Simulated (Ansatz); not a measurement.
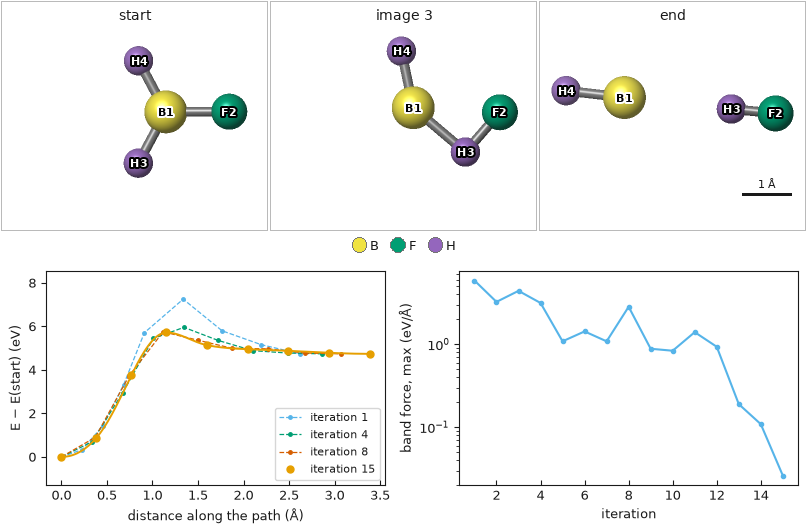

A search for the minimum-energy path of BH2F by the nudged elastic band. Images are numbered from 0 (start) to 8 (end). The plot follows the band through its iterations. The picture is a ball-and-stick view, seen face on.

These are results of RHF/def2-TZVP in Ansatz 0.2.0, not measurements.

Input file:
```yaml
crystal:
  periodic: [false, false, false]
  atoms:
    - { symbol: B, position_ang: [0.307206, 0.0, 0.133093] }
    - { symbol: F, position_ang: [0.362181, 0.0, 1.438504] }
    - { symbol: H, position_ang: [1.330829, 0.0, -0.473225] }
    - { symbol: H, position_ang: [-0.763915, 0.0, -0.384671] }
basis:
  gaussian: { orbitals: def2-TZVP }
hamiltonian:
  xc: hf
neb:
  order_check: false
  images: 7
  f_tol: 0.05
  max_iterations: 60
  final_atoms:
    - { symbol: B, position_ang: [-0.47262543, -0.00060403, -0.49712891] }
    - { symbol: F, position_ang: [1.89902198, 0.00018179, 1.54195272] }
    - { symbol: H, position_ang: [1.20855172, 0.00021113, 0.94343512] }
    - { symbol: H, position_ang: [-1.39864726, 0.0002111, -1.27455793] }
  initial_path:
    images:
      - { positions_ang: [[0.307206, 0.0, 0.133093], [0.362181, 0.0, 1.438504], [1.330829, 0.0, -0.473225], [-0.763915, 0.0, -0.384671]] }
      - { positions_ang: [[0.23049016, 0.0, 0.09967186], [0.49075191, 0.0, 1.38925031], [1.34524906, 0.0, -0.33732673], [-0.83019013, 0.0, -0.43789444]] }
      - { positions_ang: [[0.15377433, 0.0, 0.06625072], [0.61932282, 0.0, 1.33999661], [1.35966913, 0.0, -0.20142846], [-0.89646527, 0.0, -0.49111787]] }
      - { positions_ang: [[0.07705849, 0.0, 0.03282958], [0.74789372, 0.0, 1.29074292], [1.37408919, 0.0, -0.06553019], [-0.9627404, 0.0, -0.54434131]] }
      - { positions_ang: [[0.00034265, 0.0, -0.00059156], [0.87646463, 0.0, 1.24148923], [1.38850925, 0.0, 0.07036808], [-1.02901553, 0.0, -0.59756474]] }
      - { positions_ang: [[-0.11789937, -0.00015101, -0.1247259], [1.13210397, 4.545e-05, 1.3166051], [1.34351987, 5.278e-05, 0.28863484], [-1.12142347, 5.278e-05, -0.76681304]] }
      - { positions_ang: [[-0.23614139, -0.00030202, -0.24886024], [1.3877433, 9.09e-05, 1.39172098], [1.29853049, 0.00010557, 0.5069016], [-1.2138314, 0.00010555, -0.93606133]] }
      - { positions_ang: [[-0.35438341, -0.00045302, -0.37299458], [1.64338264, 0.00013635, 1.46683685], [1.2535411, 0.00015835, 0.72516836], [-1.30623933, 0.00015833, -1.10530963]] }
      - { positions_ang: [[-0.47262543, -0.00060403, -0.49712891], [1.89902198, 0.00018179, 1.54195272], [1.20855172, 0.00021113, 0.94343512], [-1.39864726, 0.0002111, -1.27455793]] }
```

Run as
```bash
ansatz run input.yaml --threads 1 --pin off --max-ram 2048MiB --backend cpu --events-out ev --progress --plain --runs-dir out
```

> How did the profile develop, and is the result final?

The result is final at these settings. The band converged in 15 iterations. The largest component of the band force went from 5.9 to 0.026 eV/Å. The climbing image converged on the top of the path. Its vibrational analysis gives one imaginary mode (1632i cm⁻¹), as a transition state must have. The first iteration put the highest image at 7.25 eV. The energy climbs by 5.72 eV to image 3 and then falls by 0.98 eV, so the end point sits at +4.74 eV.
